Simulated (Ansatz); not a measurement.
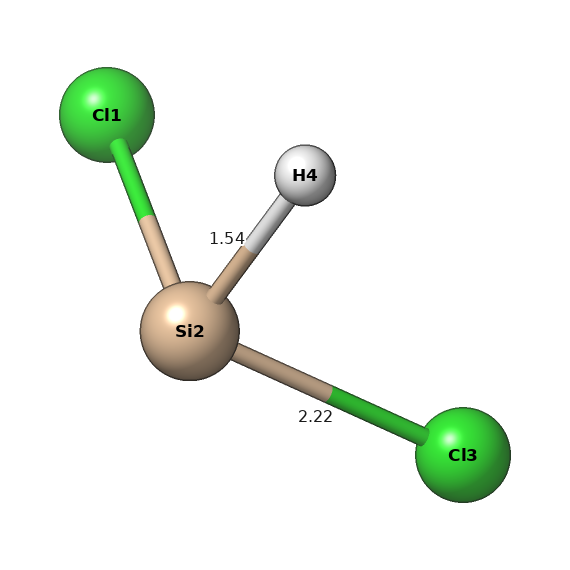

Bond lengths are marked in Å; every bond is drawn as one stick. Charge −1, singlet. The geometry was computed by an optimisation with PBE0-D4/def2-TZVPD. No frequency run is at hand to confirm it as a minimum.

Q: Assign a bond order to each marked bond.

A: Si2–Cl3 single; Si2–H4 single. This is one Lewis structure.

Q: Give the structure as SMILES.

A: Cl[SiH-]Cl
